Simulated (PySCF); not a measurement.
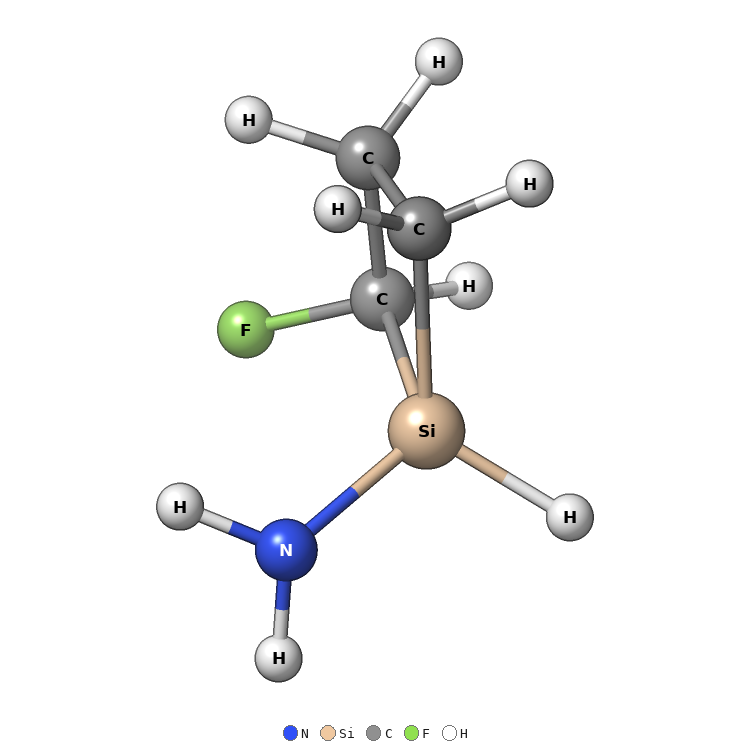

The picture shows a molecular structure as a ball-and-stick model. Every bond is drawn as one stick, whatever its order.

Computed geometry: GFN2-xTB optimisation. No frequency run is at hand to confirm it as a minimum.

**Count the atoms of each element.**

C3H8FNSi, 14 atoms: 3 carbon, 8 hydrogen, 1 fluorine, 1 nitrogen and 1 silicon.

**Name functional groups in it.**

Among them: C–F bond, Si–H bond, Si–N bond.

**Describe its rings.**

Independent rings (smallest set): 1 of 4 members.

**Which point group does it belong to?**

C1.

The parts below concern this one geometry. Atoms keep their numbers from picture to picture.

## Geometry

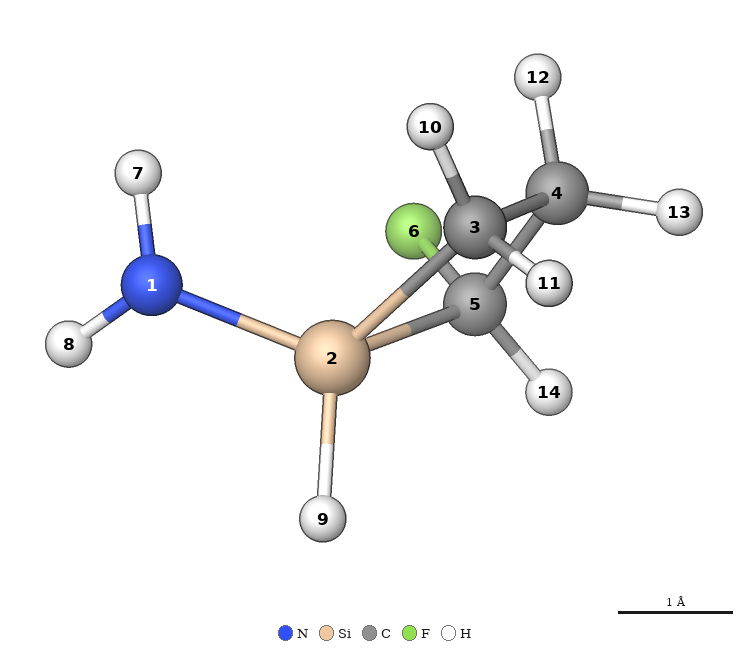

Atoms carry their numbers in the input. No frequency run is at hand to confirm it as a minimum.

Give the bond lengths.

```json
{"bond": "N1–Si2", "length (Å)": "1.717", "order": "single"}
{"bond": "N1–H7", "length (Å)": "1.009", "order": "single"}
{"bond": "N1–H8", "length (Å)": "1.007", "order": "single"}
{"bond": "Si2–C3", "length (Å)": "1.910", "order": "single"}
{"bond": "Si2–C5", "length (Å)": "1.943", "order": "single"}
{"bond": "Si2–H9", "length (Å)": "1.458", "order": "single"}
{"bond": "C3–C4", "length (Å)": "1.544", "order": "single"}
{"bond": "C3–H10", "length (Å)": "1.087", "order": "single"}
{"bond": "C3–H11", "length (Å)": "1.087", "order": "single"}
{"bond": "C4–C5", "length (Å)": "1.538", "order": "single"}
{"bond": "C4–H12", "length (Å)": "1.089", "order": "single"}
{"bond": "C4–H13", "length (Å)": "1.089", "order": "single"}
{"bond": "C5–F6", "length (Å)": "1.392", "order": "single"}
{"bond": "C5–H14", "length (Å)": "1.093", "order": "single"}
```

## NMR shielding

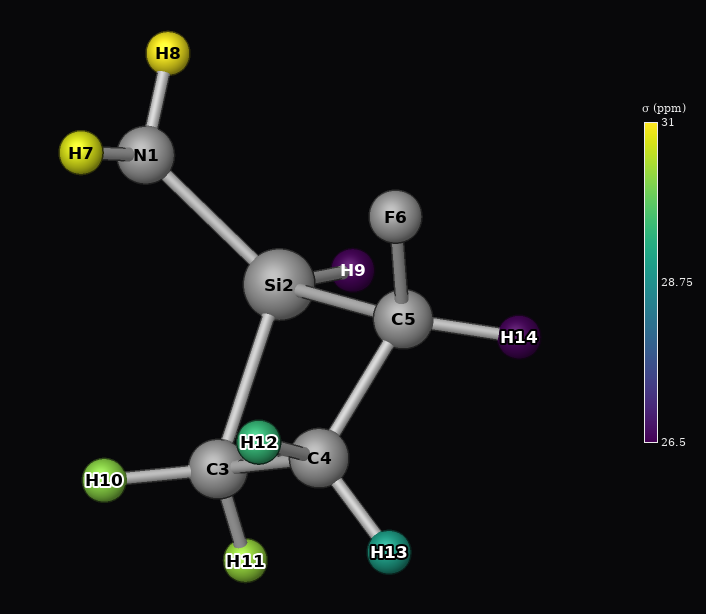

Atoms are coloured by their isotropic NMR shieldings (H only, the others grey). No frequency run is at hand to confirm it as a minimum. Method: GIAO PBE0/pcSseg-1 NMR shielding, non-relativistic, gas phase (PySCF 2.14.0).

**Which H atom is the most shielded (lowest chemical shift)?**

H8 (30.92 ppm).

**Which H atom is the least shielded (highest chemical shift)?**

H9 (26.54 ppm).

**How wide is the range of H shifts?**

4.38 ppm.

List the isotropic NMR shieldings of the H atoms.

```json
{"atom": "H7", "σ (ppm)": "30.75"}
{"atom": "H8", "σ (ppm)": "30.92"}
{"atom": "H9", "σ (ppm)": "26.54"}
{"atom": "H10", "σ (ppm)": "30.22"}
{"atom": "H11", "σ (ppm)": "30.30"}
{"atom": "H12", "σ (ppm)": "29.51"}
{"atom": "H13", "σ (ppm)": "29.05"}
{"atom": "H14", "σ (ppm)": "26.56"}
```

## Excitation

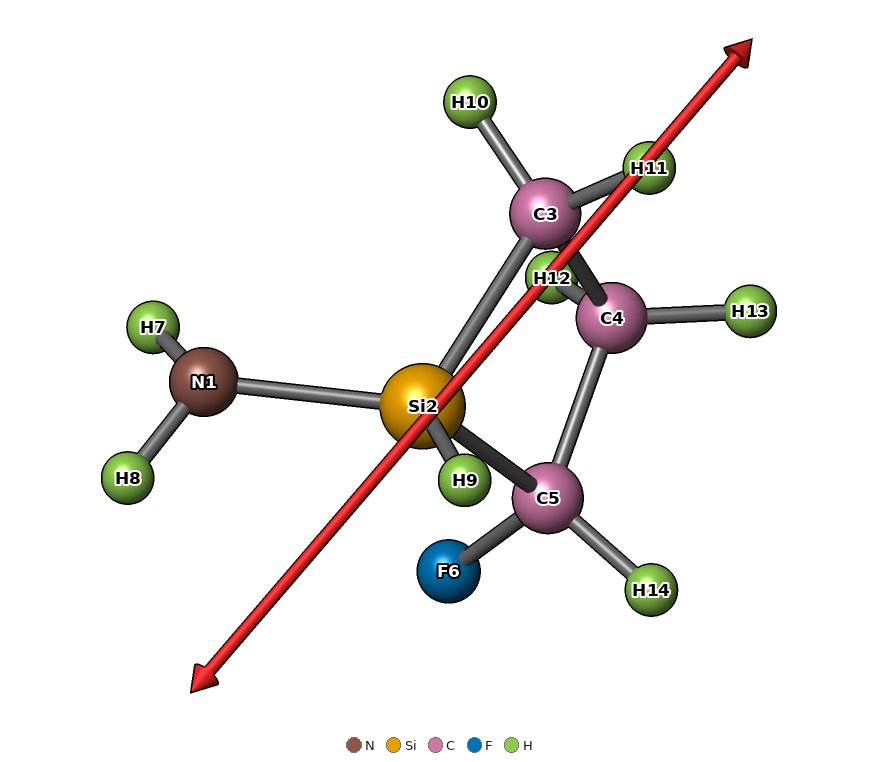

The double arrow shows the direction of the transition dipole to excited singlet state 2 (its length means nothing). No frequency run is at hand to confirm it as a minimum. Level of theory: TDDFT PBE0/def2-SVPD, vertical, gas phase, core orbitals frozen in the response (PySCF 2.14.0).

**How is the transition polarised?**

Nearly parallel to the Si2–C3 bond.

**Where does the transition lie, and how strong is it?**

6.65 eV (186 nm), oscillator strength 0.040, mainly HOMO → LUMO+1 (weight 0.96); transition dipole 1.26 D.

## Polarisability

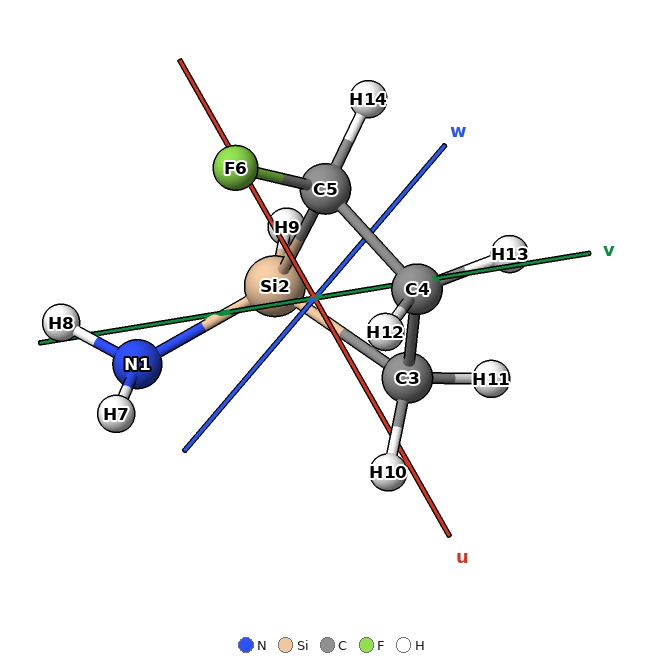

The lines u, v and w are the principal axes of the static dipole polarisability. No frequency run is at hand to confirm it as a minimum. Level of theory: PBE0/def2-SVPD (PySCF 2.14.0).

**Along which axis is the molecule most polarisable, and along which least?**

Most along v (close to the long direction N1···C4), least along w.

**Give the three principal values.**

u 65.5, v 76.9, w 62.4 bohr³; mean 68.3, anisotropy 13.2 bohr³.

## Quadrupole coupling

No frequency run is at hand to confirm it as a minimum. Electric field gradients from the ground-state density, PBE0/pcSseg-1 (PySCF 2.14.0), non-relativistic apart from any core potentials.

Give the largest field-gradient component, the quadrupole coupling constant and the asymmetry for 14N at N1 (Q = 20.44 mb), 2H at H7 (Q = 2.86 mb), 2H at H8 (Q = 2.86 mb), 2H at H9 (Q = 2.86 mb), 2H at H10 (Q = 2.86 mb).

| atom | V_zz (a.u.) | e²qQ/h (MHz) | η |
| --- | --- | --- | --- |
| N1 | −0.894 | −4.29 | 0.32 |
| H7 | 0.423 | 0.284 | 0.17 |
| H8 | 0.428 | 0.288 | 0.16 |
| H9 | 0.165 | 0.111 | 0.03 |
| H10 | 0.324 | 0.218 | 0.04 |

The geometry is semi-empirical. Around Si such bond lengths and angles can be off by a tenth of an ångström or more and by several degrees, and values that hang on the shape move with them.
